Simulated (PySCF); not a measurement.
System: C2H4F2O (SMILES OCC(F)F).

The calculation's input:

```
{"job": {"kind": "nmr", "xc": "PBE0", "basis": "pcSseg-1", "pop": false}, "charge": 0, "multiplicity": 1}
O     -1.555300     0.530300     0.534300
C     -0.709400    -0.584100     0.286100
C      0.708100    -0.212700    -0.319100
F      1.331400     0.563000     0.615100
F      1.351500    -1.302500    -0.579100
H     -1.169300     1.091000     1.236500
H     -0.440400    -1.019800     1.271900
H     -1.278100    -1.245800    -0.371400
H      0.679700     0.343500    -1.235300
```

Launched as:

```sh
OMP_NUM_THREADS=1 python probes_run.py task.json out
```

Geometry: GFN2-xTB, MD frame at 250 fs, 300 K.

Computed with PBE0/pcSseg-1, SCF density, gas phase, non-relativistic in PySCF 2.14.0.

> What can the converged electron density and electron localisation function tell about the bonding?

C–F (1.29 Å): the density is about 2.6 e/Å³ at the midpoint; the ELF peaks at about 0.85 between the atoms; a polar covalent bond.
C–O (1.42 Å): the density is about 2 e/Å³ at the midpoint, with its minimum of 1.8 e/Å³ about 0.5 Å from C; the ELF peaks at about 0.90 between the atoms; a polar covalent bond.
C–C (1.59 Å): the density is about 1.6 e/Å³ at the midpoint; the ELF peaks at about 1 between the atoms, as expected for a shared electron pair.

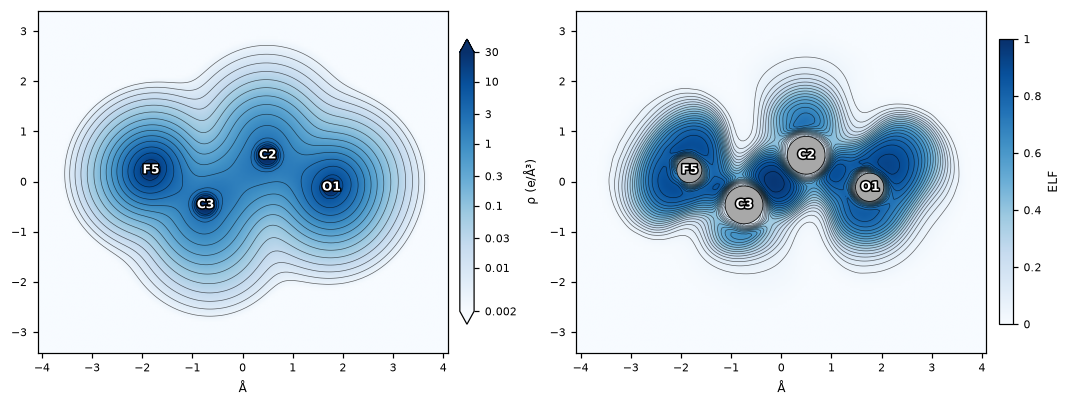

Computed electron density and electron localisation function on the plane of atoms C2, C3 and F5, in this order. Grey discs cover the atomic cores in the ELF map. 
